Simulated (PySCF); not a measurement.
Vertical excitations of a molecule C2H7BO3 from TDA-PBE/def2-SVPD in PySCF, as energy in eV (oscillator strength): 5.42 (0.019), 6.07 (0.002), 6.38 (0.014), 6.49 (0.017), 6.80 (0.011), 7.13 (0.002), 7.23 (0.001), 7.38 (0.030), 7.47 (0.010), 7.47 (0.008). Lowest triplet (TDA): 5.36 eV. Geometry: PBE0-D3(BJ)/def2-SVP. Other conformers were not sampled.

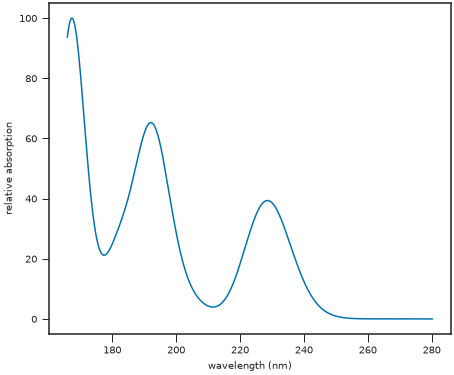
The lines broadened by 0.4 eV.

Pick the molecule that these values belong to.
A) OCCB(O)O
B) CCOB(O)O
C) C[C@H](O)B(O)O
D) COB(O)CO

A, OCCB(O)O
